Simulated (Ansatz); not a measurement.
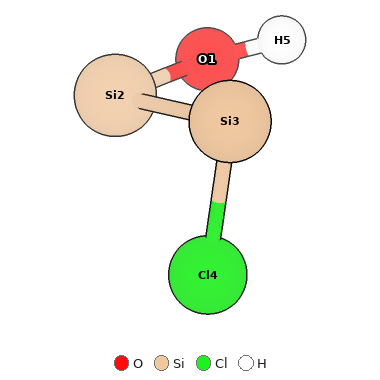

The system is ClHOSi₂, SMILES O[Si]#[Si]Cl; the picture shows the reference structure. The first coordinate is: dihedral H5–O1–Si2–Si3; the second: dihedral O1–Si2–Si3–Cl4. Nothing is relaxed (all other coordinates rigid). The grid has 8 × 8 points; 34 points were computed and 30 follow by symmetry. Energies: kJ/mol, counted from the lowest grid point. Energies and slopes of some neighbouring points disagree (a jump in structure or state, or too coarse a mesh). The restricted reference is unstable at some or all points, so the energies there are unreliable. Computed with RHF-MP2, frozen core/def2-TZVP in Ansatz 0.2.0.

Its coordinates:

| atom | x (Å) | y (Å) | z (Å) |
| --- | --- | --- | --- |
| O | -0.5663 | 1.4092 | -0.1104 |
| Si | -0.4348 | 0.2355 | 1.0715 |
| Si | 1.3951 | -1.1832 | 0.2266 |
| Cl | -0.4955 | -1.9731 | -0.3903 |
| H | 0.1015 | 1.5117 | -0.7973 |

Range: dihedral H5–O1–Si2–Si3 from −180 to 135°; dihedral O1–Si2–Si3–Cl4 from −180 to 135°.

> What will the energy surface look like?

The lowest grid point is at dihedral H5–O1–Si2–Si3 = −180°, dihedral O1–Si2–Si3–Cl4 = −90°. The same energy is found at dihedral H5–O1–Si2–Si3 = −180°, dihedral O1–Si2–Si3–Cl4 = 90°. Other grid points that lie below all their neighbours: dihedral H5–O1–Si2–Si3 = 0°, dihedral O1–Si2–Si3–Cl4 = −90° (0.7 kJ/mol higher); dihedral H5–O1–Si2–Si3 = 0°, dihedral O1–Si2–Si3–Cl4 = 90° (0.7 kJ/mol higher). The highest grid point, dihedral H5–O1–Si2–Si3 = 0°, dihedral O1–Si2–Si3–Cl4 = 0°, lies 352 kJ/mol above the lowest. At the highest point the unbonded atoms Cl4···H5 come to 1.44 Å, against 4.10 Å at the lowest; the sum of their van der Waals radii is about 3.0 Å.

| dihedral O1–Si2–Si3–Cl4 ↓, dihedral H5–O1–Si2–Si3 → | −180 | −135 | −90 | −45 | 0 | 45 | 90 | 135 |
| --- | --- | --- | --- | --- | --- | --- | --- | --- |
| 135 | 21 | 28 | 51 | 42 | 25 | 35 | 60 | 48 |
| 90 | 0 | 3 | 19 | 13 | 1 | 6 | 24 | 20 |
| 45 | 70 | 84 | 103 | 97 | 78 | 83 | 92 | 80 |
| 0 | 227 | 255 | 288 | 301 | 352 | 301 | 288 | 255 |
| −45 | 70 | 80 | 92 | 83 | 78 | 97 | 103 | 84 |
| −90 | 0 | 20 | 24 | 6 | 1 | 13 | 19 | 3 |
| −135 | 21 | 48 | 60 | 35 | 25 | 42 | 51 | 28 |
| −180 | 44 | 64 | 88 | 67 | 51 | 67 | 88 | 64 |

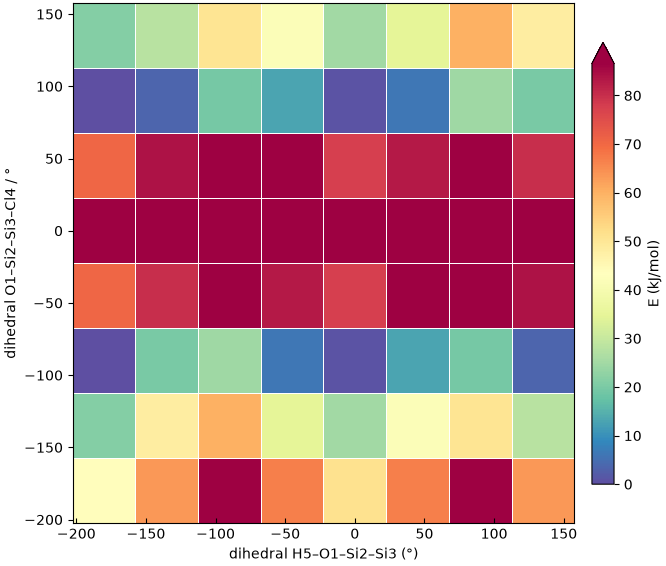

In the figure: one coloured cell a grid point, one colour for all values above the top of the scale.

Time for the 34 points that were run: 6.5 min on 1 thread of Arm Neoverse V2, on a shared host.
